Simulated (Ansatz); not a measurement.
Electronic density of states of amorphous As$_{20}$Se$_{28}$I$_{2}$, density 4.79 g/cm³, on a 2×2×2 Γ-centred mesh with a Gaussian width of 0.1 eV; energies count from the Fermi level, whose place inside the gap is arbitrary. Cell and mesh are small, so fine structure isn't converged. These are PBE-D3(BJ), scalar-relativistic without spin-orbit coupling, PAW (Ansatz default set, large-core I and Se) (plane waves to 420 eV; Ansatz, an electronic-structure program) values and carry that method's errors. Sampling: a 2×2×2 Γ-centred mesh; Fermi-Dirac width 0.05 eV; no spin polarisation.

A CHGNet melt-quench gave the starting glass, which DFT then relaxed. The hot cell started wider than the set density and was brought back towards it in steps. It is the lowest in DFT energy of 3 quenches. It is a model cell: composition and starting density were chosen by hand, and all elements were melted together. The geometry includes D3(BJ) dispersion. Its density started from a set value of 4.52 and ended at 4.79 g/cm³. The quench (nominally 79 K/ps over its main leg) was far faster than any real one, so the model tends to hold more defects than a real film. One small periodic cell is one sample of the glass; other quenches scatter about these values. Volume and shape were free in the relaxation. Cycles of charging lowered its energy after that relaxation.

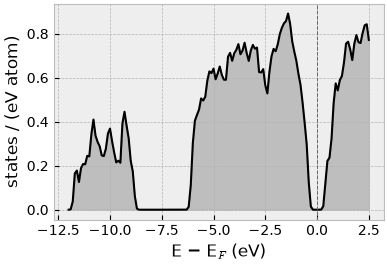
Figure: Density of states per atom

The gap on this mesh is 0.90 eV; the broadening fills part of it in the curve.
